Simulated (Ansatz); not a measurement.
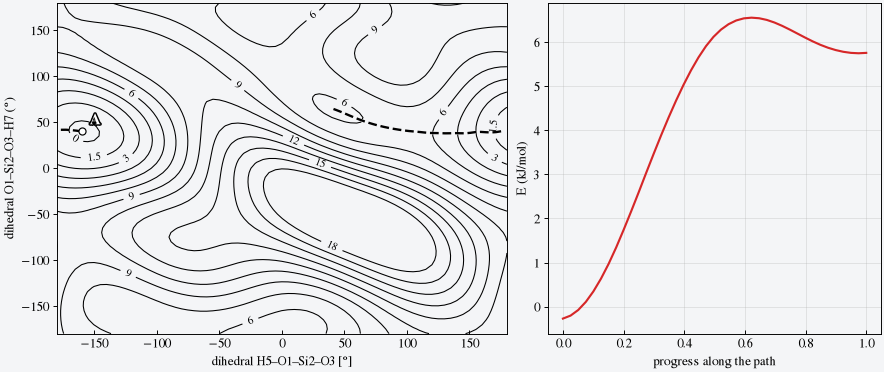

FH3O2Si, SMILES O[SiH](O)F. 
- The first coordinate is: dihedral H5–O1–Si2–O3; the second: dihedral O1–Si2–O3–H7.
- Nothing is relaxed (all other coordinates rigid).
- The grid has 12 × 12 points.
- Points are written as (first, second).
- Energies: kJ/mol, counted from the lowest grid point.
- Level of theory: RKS B3LYP-D4/def2-TZVP (Ansatz).

The picture shows contour lines labelled in kJ/mol (none above 18), a line along the lowest path, the energy along the path at the right, the start A. Between grid points the surface is interpolated.

Q: Describe the path and its barrier.

A: The easiest path leads from the well at about (−160°, 40°) to the well at about (40°, 65°), about 6 kJ/mol higher. Its highest point lies about 6.8 kJ/mol above the bottom of the first well on the interpolated surface, at about (100°, 40°). Seen from the upper well the barrier is about 0.8 kJ/mol. The start is the relaxed structure and all else is held, so a fully relaxed path at this level can only be lower.
